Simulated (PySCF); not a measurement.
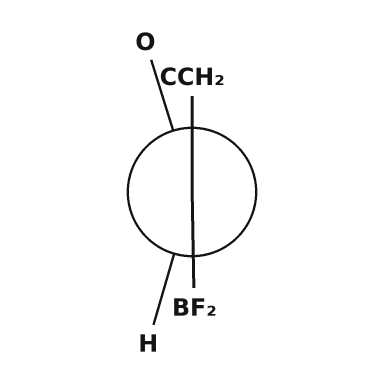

A Newman projection along the C–C bond, carbon in front; angles are drawn as computed, but eclipsed bonds slightly apart. Computed geometry: PBE0-D3(BJ)/def2-SVP optimisation. No frequency run is at hand to confirm it as a minimum.

Question: Which molecule is it?

Answer: C4H3BF2O, C=C=C(C=O)B(F)F

Question: What is the torsion angle from the front CCH2 to the back O? The sign is positive where the front bond must turn clockwise to cover the back bond.

Answer: −1°, synperiplanar (eclipsed).
